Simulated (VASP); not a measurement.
Band structure of Tl (space group P6_3/mmc). Level of theory: PBE GGA, VASP's PBE PAW potentials (set 64) (plane waves; VASP).

Unless said otherwise, spin-orbit coupling is left out, though it shifts the bands of the heavy elements here.

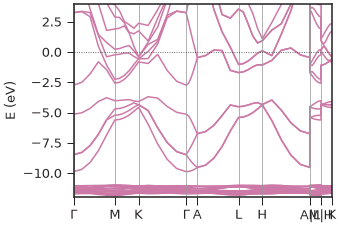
Bands along high-symmetry lines, zero at the valence-band maximum or, without a gap, the Fermi level

**Question.** Read the plot: is there a gap, and where are the band edges?

**Answer.** It has no gap at this level: it comes out as a metal or semimetal.

The structure comes from a computed database's Tl entry; how it stands against other phases isn't given here. The cell was not relaxed at this level.
